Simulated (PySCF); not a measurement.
```json
{"atom": "C", "x (Å)": "0.7026", "y (Å)": "1.2975", "z (Å)": "0.3148"}
{"atom": "P", "x (Å)": "0.3027", "y (Å)": "-0.0077", "z (Å)": "-0.9453"}
{"atom": "C", "x (Å)": "-1.3966", "y (Å)": "-0.4562", "z (Å)": "-0.3438"}
{"atom": "C", "x (Å)": "1.1851", "y (Å)": "-1.3372", "z (Å)": "-0.2186"}
{"atom": "P", "x (Å)": "2.0639", "y (Å)": "-2.5529", "z (Å)": "0.2172"}
{"atom": "H", "x (Å)": "0.1015", "y (Å)": "2.1822", "z (Å)": "0.1086"}
{"atom": "H", "x (Å)": "1.7546", "y (Å)": "1.5622", "z (Å)": "0.2275"}
{"atom": "H", "x (Å)": "0.4999", "y (Å)": "0.9435", "z (Å)": "1.3248"}
{"atom": "H", "x (Å)": "-1.3967", "y (Å)": "-0.6399", "z (Å)": "0.7299"}
{"atom": "H", "x (Å)": "-1.7339", "y (Å)": "-1.3502", "z (Å)": "-0.8648"}
{"atom": "H", "x (Å)": "-2.0776", "y (Å)": "0.3615", "z (Å)": "-0.5762"}
```

Geometry: GFN2-xTB.

These are results of PBE0/pcSseg-1, SCF density, gas phase, non-relativistic (PySCF), not measurements.

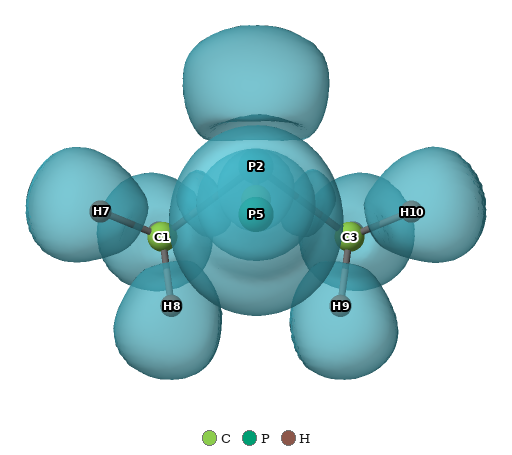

C3H6P2. Isosurface of the ELF at 0.8 (cyan), seen from one side. Core shells and regions of very low density are left out.

> Where are the electrons localised?

The surface consists of four regions between bonded C–P atoms (shared pairs), six regions around hydrogen nuclei and two lobes on P, pointing away from the bonds (lone pairs). Profiles from the grid: C–P (1.56 Å): the ELF peaks at about 0.85 between the atoms: a covalent bond. C–H (1.09 Å): the ELF climbs to about 1 towards the hydrogen, as it does in any bond to H: an ordinary covalent bond to hydrogen.
